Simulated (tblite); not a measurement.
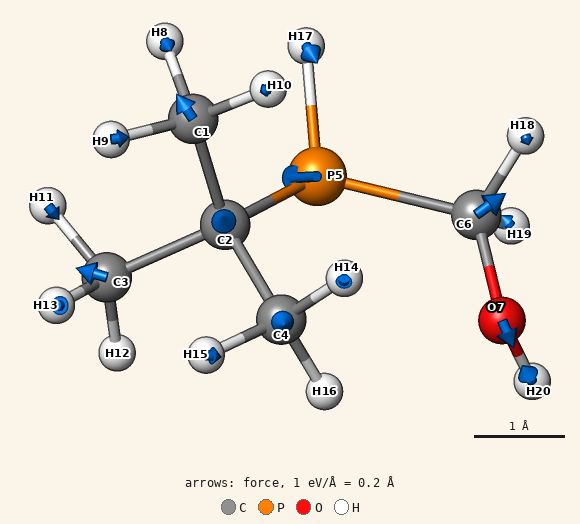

Starting geometry of C₅H₁₃OP with the computed forces as blue arrows. Style: ball-and-stick. Shown at a tilt.

All numbers below come from GFN2-xTB geometry optimisation, gas phase in tblite. 

Is this structure relaxed? If not, where do the atoms go?

Answer. It isn't relaxed: the largest force vector, on P5, is 4.13 eV/Å. The final displacements have little in common with the starting forces (cosine between the two patterns 0.13). The largest move after the best rigid fit is that of H17, 1.16 Å. Largest moves by element: H 1.16 Å, P 0.78 Å, O 0.73 Å, C 0.48 Å. Among the contacts that change: C2–P5 1.821 → 1.893 Å, P5–H17 1.465 → 1.402 Å, P5–C6 1.824 → 1.879 Å, C1–H8 1.126 → 1.090 Å. Bond angles that change, for instance: C6–P5–H17 108.6° → 93.2°, C2–P5–C6 116.3° → 102.9°, C2–P5–H17 108.7° → 95.4°. Groups turn about C6–O7 by about 55°. The energy falls by 1.587 eV in 144 geometry steps. The run took 1.6 s on 1 thread of Arm Neoverse N1 (shared host).
